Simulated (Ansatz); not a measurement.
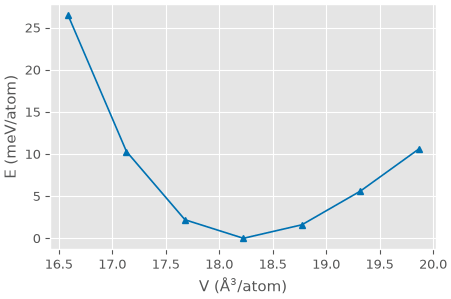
Figure: WS₂ in space group P6_3/mmc (No. 194; W on 2d, S on 4f) under volume change, r²SCAN+D4 (plane waves, PAW; program Ansatz), shape and atoms relaxed at each volume.

Question: What does a third-order Birch–Murnaghan fit give for V₀, B₀ and B′?

Answer: V₀ = 18.24 Å³/atom, B₀ = 36.8 GPa, B′ = 13.8.

The r²SCAN+D4 relaxation kept the symmetry of its start; phonons on a q-mesh show no instability. No spin polarisation was allowed. Spin–orbit coupling is left out wherever it is not named.

Potentials: the later of the program's two PAW sets.
